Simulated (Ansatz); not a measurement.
# One shape, several levels: SiPH5 (SMILES [SiH3]P)

We compute a comparison of 6 runs (BHLYP/STO-3G, CAM-B3LYP/STO-3G, PBE/STO-3G, CCSDT/STO-3G, CCSD/STO-3G, FCI/STO-3G) of SiPH5. 

The calculation is run with Ansatz 0.2.0.

50 further runs of the same task are left out: 50 set aside as unsound or not needed.

## 1. The molecule

The species is SiPH5 (7 atoms), meant as a singlet with charge 0. As SMILES, `[SiH3]P`. The H4–Si1 distance was set to 2.924 Å, away from the relaxed value. At this shape a bond of the SMILES string is far longer than usual.

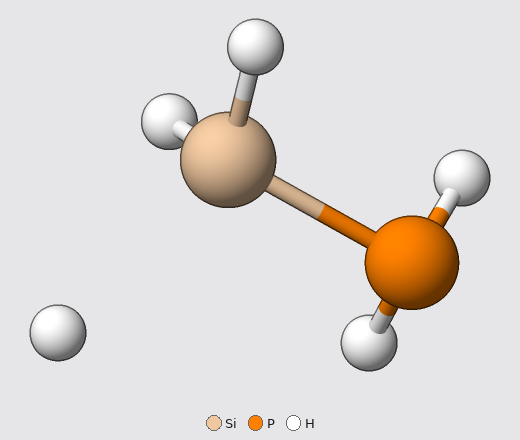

The structure, seen from a chosen angle (silicon light orange, phosphorus orange, hydrogen white).

## 2. A single-point energy at BHLYP/STO-3G (run 1)

in.yaml reads:

```yaml
basis:
  gaussian:
    orbitals: STO-3G
crystal:
  periodic: [false, false, false]
  atoms:
    - {symbol: Si, position_ang: [-0.982732, 0.821201, 0.392771]}
    - {symbol: P, position_ang: [0.719408, 1.173631, 1.796371]}
    - {symbol: H, position_ang: [-2.167402, 0.579811, 1.215031]}
    - {symbol: H, position_ang: [-0.298920, -1.544330, -1.184630]}
    - {symbol: H, position_ang: [-1.232412, 1.951661, -0.504969]}
    - {symbol: H, position_ang: [0.322778, 2.442991, 2.175811]}
    - {symbol: H, position_ang: [1.587858, 1.671541, 0.841751]}
total_charge: 0
hamiltonian:
  xc: {name: BHLYP}
accuracy: high
```

Command:

```sh
ansatz run in.yaml --threads 1 --pin off --max-ram 2610MiB --events-out events.jsonl --progress --plain --runs-dir runs
```

Output:

```text
Warning: RAYON_NUM_THREADS=1 ignored (pool sized by the plan → 1); use --threads N
Functional definition: BHLYP
  name "BHLYP"
  parameter a = 0.5
  exchange = (1 - a)*b88_x + a*exact_x
  correlation = lyp_c
413 factors; integrals over basis functions are off by at most 6.0e-9 eV
mean field evaluation 1: about -17039.2380 eV, gradient 2.0e1 eV
mean field evaluation 2: about -17033.5115 eV, gradient 2.7e1 eV
mean field evaluation 4: about -17044.3248 eV, gradient 3.5e0 eV
mean field evaluation 8: about -17044.4072 eV, gradient 6.0e-2 eV
mean field evaluation 16: about -17044.3774 eV, gradient 5.4e-6 eV
mean field -17044.37735018 eV, -626.3693145251 hartree, gradient 2.7e-8 eV, S^2 0.000000; 0 other end points of the search recorded, 0 dependent functions left out
reference -17044.37737173 eV, -626.3693153170 hartree; 17, 17 occupied and 6, 6 virtual orbitals, 413 factors
Total energy: -17044.37737173 eV, -626.3693153170 hartree
```

Wall time 1.6 s (1 thread of Arm Neoverse V1, shared host); peak memory 0.1 GiB.

## 3. The energy at CAM-B3LYP/STO-3G (run 2)

input.yaml reads:

```yaml
crystal:
  periodic: [false, false, false]
  atoms:
    - {symbol: Si, position_ang: [-0.982732, 0.821201, 0.392771]}
    - {symbol: P, position_ang: [0.719408, 1.173631, 1.796371]}
    - {symbol: H, position_ang: [-2.167402, 0.579811, 1.215031]}
    - {symbol: H, position_ang: [-0.298920, -1.544330, -1.184630]}
    - {symbol: H, position_ang: [-1.232412, 1.951661, -0.504969]}
    - {symbol: H, position_ang: [0.322778, 2.442991, 2.175811]}
    - {symbol: H, position_ang: [1.587858, 1.671541, 0.841751]}
basis:
  gaussian:
    orbitals: STO-3G
hamiltonian:
  xc: {name: CAM-B3LYP}
accuracy: high
```

Command:

```sh
ansatz run input.yaml --threads 1 --pin off --max-ram 2610MiB --events-out events.jsonl --progress --plain --runs-dir runs
```

Output:

```text
Warning: RAYON_NUM_THREADS=1 ignored (pool sized by the plan → 1); use --threads N
Functional definition: CAM-B3LYP
  name "CAM-B3LYP"
  parameter alpha = 0.19
  parameter beta = 0.46
  parameter omega = 0.33/bohr
  parameter ac = 0.81
  exchange = (1 - alpha - beta)*b88_x + beta*b88_x_sr(omega) + alpha*exact_x + beta*exact_x_lr(omega)
  correlation = (1 - ac)*vwn5_c + ac*lyp_c
413 factors; integrals over basis functions are off by at most 6.0e-9 eV
188 factors; integrals over basis functions are off by at most 1.2e-9 eV
mean field evaluation 1: about -17037.8310 eV, gradient 2.2e1 eV
mean field evaluation 2: about -17032.3997 eV, gradient 2.8e1 eV
mean field evaluation 4: about -17043.4286 eV, gradient 2.5e0 eV
mean field evaluation 8: about -17043.4681 eV, gradient 2.8e-2 eV
mean field evaluation 16: about -17043.4122 eV, gradient 3.2e-6 eV
mean field -17043.41221490 eV, -626.3338464577 hartree, gradient 2.5e-8 eV, S^2 0.000000; 0 other end points of the search recorded, 0 dependent functions left out
reference -17043.41223017 eV, -626.3338470192 hartree; 17, 17 occupied and 6, 6 virtual orbitals, 413 factors
Total energy: -17043.41223017 eV, -626.3338470192 hartree
```

It took 1.9 s on 1 thread of Arm Neoverse V1, shared host; peak memory 0.1 GiB.

Runs 3 to 5 aren't shown in full; the table further down has their settings and results.

## 4. A single-point energy at FCI/STO-3G (run 6)

input.yaml, as its differences from that of step 3:

```diff
@@ -11,6 +11,4 @@
 basis:
-  gaussian:
-    orbitals: STO-3G
-hamiltonian:
-  xc: {name: CAM-B3LYP}
+  gaussian: {orbitals: STO-3G}
+correlation: {method: fci, frozen_orbitals: {H: 0, P: 5, Si: 5}}
 accuracy: high
```

Command:

```sh
ansatz run input.yaml --threads 1 --pin off --max-ram 2610MiB --events-out events.jsonl --progress --plain --runs-dir runs
```

Output, cut to the lines that bear on the results:

```text
Warning: RAYON_NUM_THREADS=1 ignored (pool sized by the plan → 1); use --threads N
Functional definition: HF
  name "HF"
[...]
413 factors; integrals over basis functions are off by at most 6.0e-9 eV
[...]
mean field -17010.71609084 eV, -625.1322860608 hartree, gradient 2.2e-8 eV, S^2 0.000000; 0 other end points of the search recorded, 0 dependent functions left out; unrestricted orbitals would lower it
[...]
unrestricted determinant -17014.17881587 eV, -625.2595388586 hartree, S^2 0.9594
10 core orbitals not correlated: weight in the atoms' cores, before any rotation towards them, 1.000 or more for the frozen orbitals, at most 0.000 for the correlated occupied ones
reference -17010.71609084 eV, -625.1322860608 hartree; 7, 7 occupied and 6, 6 virtual orbitals, 413 factors
state -17017.00635308 eV, -625.3634489343 hartree
Total energy: -17017.00635308 eV, -625.3634489343 hartree
```

Wall time 14 s (1 thread of Arm Neoverse V1, shared host); peak memory 0.28 GiB.

## 5. All runs side by side

```csv
run,level,frozen core orbitals,energy (Eh),wall time
1,BHLYP/STO-3G,–,-626.369315,1.6 s
2,CAM-B3LYP/STO-3G,–,-626.333847,1.9 s
3,PBE/STO-3G,–,-626.065122,1.7 s
4,CCSDT/STO-3G,10,-625.363369,0.4 s
5,CCSD/STO-3G,10,-625.358704,0.24 s
6,FCI/STO-3G,10,-625.363449,14 s
```

## 6. Results

```
                                           quantity          value
                                run 6: total energy  -625.36345 Eh
run 6: correlation energy (10 core orbitals frozen)     -231.2 mEh
```

In words: Against full CI in this basis: CCSDT +0.1 mEh; CCSD +4.7 mEh. Totals of different functionals can't be ranked against each other. In run 5 the T1 diagnostic is large, so a single reference may not serve. In runs 4, 5 the log says that unrestricted orbitals would lower the reference, so the values rest on an unstable closed-shell determinant (other closed-shell runs at this shape may share the fault). In runs 1, 2, 3, 4, 5, 6 the basis is minimal, so the values are rough. In runs 1, 2, 3, 5 a closed-shell determinant meets a far-stretched bond, which it describes badly. All runs together took 20 s, the longest 14 s.
